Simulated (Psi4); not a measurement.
# B2H4Cl− (SMILES B[BH2-]Cl) at HSE06/def2-SVPD

What is the vertical singlet–triplet gap of B2H4Cl− at HSE06/def2-SVPD? 

Program for the calculation: Psi4 1.11.

1 further run of the same task is left out (set aside as unsound or not needed).

### Step 1. The structure to begin with

B2H4Cl−: 7 atoms, total charge -1, spin state singlet. SMILES: `B[BH2-]Cl`. The shape is that of a GFN2-xTB optimisation.

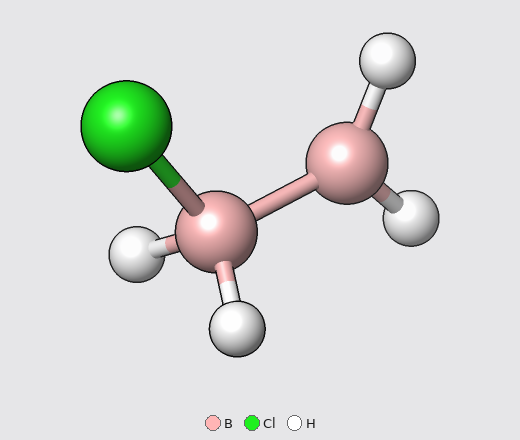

The structure, seen from a chosen angle (boron pink, chlorine green, hydrogen white).

### Step 2. Energy and gradient at HSE06/def2-SVPD

Contents of input.json:

```json
{
 "schema_name": "qcschema_input",
 "schema_version": 1,
 "molecule": {
  "schema_name": "qcschema_molecule",
  "schema_version": 2,
  "symbols": ["B", "B", "Cl", "H", "H", "H", "H"],
  "geometry": [-1.57327259, -0.19405598, -1.08664921, 1.02336229, 0.39771176, 0.60051717, 2.14744697, -2.48241983, 2.57594237, -2.72817871, -2.11475471, -1.18926134, -2.46418397, 1.42190553, -2.38090374, 0.74428753, 2.0520536, 2.16568283, 2.85055737, 0.91955963, -0.68534697],
  "molecular_charge": -1,
  "molecular_multiplicity": 1,
  "fix_symmetry": "c1",
  "fix_com": true,
  "fix_orientation": true
 },
 "driver": "gradient",
 "model": {
  "method": "hse06",
  "basis": "def2-SVPD"
 },
 "keywords": {
  "puream": true,
  "e_convergence": 1e-09,
  "d_convergence": 1e-08,
  "scf_type": "pk",
  "dft_radial_points": 99,
  "dft_spherical_points": 590
 }
}
```

Run with:

```
psi4 --qcschema input.json -n 1 --memory 1600MB
```

stdout:

```text
[...]
  Running in c1 symmetry.
[...]
  Nuclear repulsion =   72.362751442691305
[...]
  Multiplicity = 1
[...]
  Nalpha       = 16
  Nbeta        = 16
[...]
    Number of basis functions: 99
[...]
   @RKS iter   1:  -511.71357832912844   -4.15503e-01   5.72922e-03 ADIIS/DIIS
[...]
   @RKS iter  11:  -511.96699872182262   -4.20641e-12   5.81754e-09 DIIS
[...]
    Orbital Energies [Eh]
    ---------------------
    Doubly Occupied:
       1A   -101.439271     2A     -9.279466     3A     -7.015964
       4A     -7.011291     5A     -7.011222     6A     -6.580190
       7A     -6.538617     8A     -0.586923     9A     -0.335841
      10A     -0.262849    11A     -0.170870    12A     -0.148511
      13A     -0.121728    14A     -0.119775    15A     -0.068649
      16A     -0.052574
[...]
  @RKS Final Energy:  -511.96699872182262
   => Energetics <=
    Nuclear Repulsion Energy =             72.3627514426913052
    One-Electron Energy =                -854.3599383462538981
    Two-Electron Energy =                 299.1246989271681400
    DFT Exchange-Correlation Energy =     -29.0945107454281526
    Empirical Dispersion Energy =           0.0000000000000000
    VV10 Nonlocal Energy =                  0.0000000000000000
    Total Energy =                       -511.9669987218226197
[...]
 Multipole Moments:
 ------------------------------------------------------------------------------------
     Multipole            Electronic (a.u.)      Nuclear  (a.u.)        Total (a.u.)
 ------------------------------------------------------------------------------------
 L = 1.  Multiply by 2.5417464519 to convert [e a0] to [Debye]
 Dipole X            :        -33.2292435           32.1595292           -1.0697143
 Dipole Y            :         39.7799368          -38.9040942            0.8758426
 Dipole Z            :        -40.4107022           39.2705309           -1.1401713
 Magnitude           :                                                    1.7920323
[...]
  -Total Gradient:
     Atom            X                  Y                   Z
    ------   -----------------  -----------------  -----------------
       1       -0.011824826879    -0.006175385551    -0.006223332302
       2        0.001284003731     0.008149210935    -0.002416421346
       3       -0.003158861383     0.009893785821    -0.006244402650
       4        0.007515183051     0.014602455583    -0.000198711370
       5        0.006463465250    -0.012123373604     0.009533889579
       6        0.003715846194    -0.009243510916    -0.002446470429
       7       -0.003991274467    -0.005103024286     0.007997906261
[...]
```

The result, in JSON:

```text
{
 "driver": "gradient",
 "model": {
  "method": "hse06",
  "basis": "def2-SVPD"
 },
 "success": true,
 "return_result": [-0.011824826879023947, -0.006175385550796105, -0.006223332302214644, 0.0012840037305825273, 0.008149210934681739, -0.002416421345941791, -0.0031588613827621473, 0.009893785820868736, -0.006244402650221553, 0.007515183050936694, 0.01460245558291981, -0.0001987113701632597, 0.0064634652503345255, -0.012123373603814186, 0.0095338895785963, 0.0037158461941127, -0.0092435109161053, -0.0024464704292157385, -0.0039912744674004685, -0.0051030242862446715, 0.00799790626144628],
 "properties": {
  "calcinfo_nbasis": 99,
  "calcinfo_nmo": 99,
  "calcinfo_nalpha": 16,
  "calcinfo_nbeta": 16,
  "calcinfo_natom": 7,
  "nuclear_repulsion_energy": 72.3627514426913,
  "return_energy": -511.9669987218226,
  "return_gradient": [-0.011824826879023947, -0.006175385550796105, -0.006223332302214644, 0.0012840037305825273, 0.008149210934681739, -0.002416421345941791, -0.0031588613827621473, 0.009893785820868736, -0.006244402650221553, 0.007515183050936694, 0.01460245558291981, -0.0001987113701632597, 0.0064634652503345255, -0.012123373603814186, 0.0095338895785963, 0.0037158461941127, -0.0092435109161053, -0.0024464704292157385, -0.0039912744674004685, -0.0051030242862446715, 0.00799790626144628],
  "scf_one_electron_energy": -854.3599383462539,
  "scf_two_electron_energy": 299.12469892716814,
  "scf_xc_energy": -29.094510745428153,
  "scf_dipole_moment": [-1.0697142651366462, 0.8758426461686497, -1.140171324466948],
  "scf_total_energy": -511.9669987218226,
  "scf_total_gradient": [-0.011824826879023947, -0.006175385550796105, -0.006223332302214644, 0.0012840037305825273, 0.008149210934681739, -0.002416421345941791, -0.0031588613827621473, 0.009893785820868736, -0.006244402650221553, 0.007515183050936694, 0.01460245558291981, -0.0001987113701632597, 0.0064634652503345255, -0.012123373603814186, 0.0095338895785963, 0.0037158461941127, -0.0092435109161053, -0.0024464704292157385, -0.0039912744674004685, -0.0051030242862446715, 0.00799790626144628],
  "scf_iterations": 11
 }
}
```

Wall time 46 s (1 thread of Intel Xeon Platinum 8488C (Sapphire Rapids), shared host); peak memory 0.83 GiB.

### Step 3. The triplet

Contents of calc.py:

```python
import psi4

psi4.set_memory('1600 MB')
psi4.set_num_threads(1)
psi4.core.set_output_file('b2clh4.out', False)

molecule = psi4.geometry("""
-1 3
B     -0.832540    -0.102690    -0.575030
B      0.541540     0.210460     0.317780
Cl     1.136380    -1.313640     1.363130
H     -1.443690    -1.119080    -0.629330
H     -1.303990     0.752440    -1.259920
H      0.393860     1.085900     1.146030
H      1.508450     0.486610    -0.362670
symmetry c1
""")

psi4.set_options({
    'reference': 'uks',
    'puream': True,
    'e_convergence': 1e-09,
    'd_convergence': 1e-08,
    'scf_type': 'pk',
    'dft_radial_points': 99,
    'dft_spherical_points': 590,
    'maxiter': 200,
})

e_tot = psi4.gradient('hse06/def2-SVPD')
print('gradient / Eh bohr^-1')
print(e_tot.np.round(6))
```

Run with:

```
python calc.py
```

b2clh4.out:

```text
[...]
  Running in c1 symmetry.
[...]
  Nuclear repulsion =   72.362751399313353
[...]
  Multiplicity = 3
[...]
  Nalpha       = 17
  Nbeta        = 15
[...]
    Number of basis functions: 99
[...]
   @UKS iter   1:  -511.30246130091297   -4.38584e-03   7.68541e-03 ADIIS/DIIS
[...]
   @UKS iter  16:  -511.85285168396121    9.49285e-12   4.52232e-09 DIIS
[...]
   @S^2 Observed:                2.006818539E+00
[...]
    Orbital Energies [Eh]
    ---------------------
    Alpha Occupied:
       1A   -101.488713     2A     -9.328192     3A     -7.064515
       4A     -7.062077     5A     -7.058891     6A     -6.615344
       7A     -6.561410     8A     -0.633749     9A     -0.377164
      10A     -0.278173    11A     -0.195682    12A     -0.189180
      13A     -0.166614    14A     -0.125178    15A     -0.109721
      16A     -0.108773    17A      0.052219
    Alpha Virtual:
      18A      0.148737    19A      0.167214    20A      0.172271
      21A      0.197998    22A      0.210517    23A      0.224332
      24A      0.235454    25A      0.258577    26A      0.260829
[...]
  @UKS Final Energy:  -511.85285168396121
   => Energetics <=
    Nuclear Repulsion Energy =             72.3627513993133533
    One-Electron Energy =                -853.2754540113546682
    Two-Electron Energy =                 298.1227365512315828
    DFT Exchange-Correlation Energy =     -29.0628856231514412
    Empirical Dispersion Energy =           0.0000000000000000
    VV10 Nonlocal Energy =                  0.0000000000000000
    Total Energy =                       -511.8528516839612053
[...]
 Multipole Moments:
 ------------------------------------------------------------------------------------
     Multipole            Electronic (a.u.)      Nuclear  (a.u.)        Total (a.u.)
 ------------------------------------------------------------------------------------
 L = 1.  Multiply by 2.5417464519 to convert [e a0] to [Debye]
 Dipole X            :          3.2095815           -2.0974390            1.1121425
 Dipole Y            :         -3.4716185            2.8917174           -0.5799010
 Dipole Z            :          3.7555396           -2.7035632            1.0519764
 Magnitude           :                                                    1.6370096
[...]
  -Total Gradient:
     Atom            X                  Y                   Z
    ------   -----------------  -----------------  -----------------
       1        0.056800259211     0.013001968746     0.036845371703
       2       -0.066292825612    -0.001815100237    -0.048377661186
       3        0.007781631223    -0.006733197944     0.008442077268
       4       -0.004742953951     0.018335837549    -0.010671716871
       5       -0.008726221742    -0.021414691151     0.001927887609
       6        0.014917812709    -0.004619386639    -0.003941613763
       7        0.000262417312     0.003244212741     0.015775610563
[...]
```

The script printed:

```text
gradient / Eh bohr^-1
[[ 0.0568    0.013002  0.036845]
 [-0.066293 -0.001815 -0.048378]
 [ 0.007782 -0.006733  0.008442]
 [-0.004743  0.018336 -0.010672]
 [-0.008726 -0.021415  0.001928]
 [ 0.014918 -0.004619 -0.003942]
 [ 0.000262  0.003244  0.015776]]
```

Run time: 74 s. Hardware: 1 thread of Intel Xeon Platinum 8488C (Sapphire Rapids), shared host; peak memory 0.85 GiB.

### Step 4. Results

At HSE06/def2-SVPD:

| quantity | value |
| --- | --- |
| singlet: total energy | -511.96700 Eh |
| singlet: HOMO energy | -1.43 eV |
| singlet: LUMO energy | 2.99 eV |
| singlet: HOMO–LUMO gap (to an unbound level, set by the basis) | 4.42 eV |
| singlet: largest force on an atom | 0.860 eV/Å |
| triplet: total energy | -511.85285 Eh |
| triplet: HOMO energy (highest over α and β) | 1.42 eV |
| triplet: ⟨S²⟩ | 2.007 |
| triplet: largest force on an atom | 4.221 eV/Å |
| vertical energy of the triplet above the singlet | 3.106 eV |

In words: At this shape the triplet lies 3.11 eV (72 kcal/mol) above the singlet. The largest force (singlet) is 0.86 eV/Å: the shape isn't a stationary point for this species at this level. The HOMO (triplet) lies at positive energy, 1.42 eV; only total energies tell whether the electron is bound.
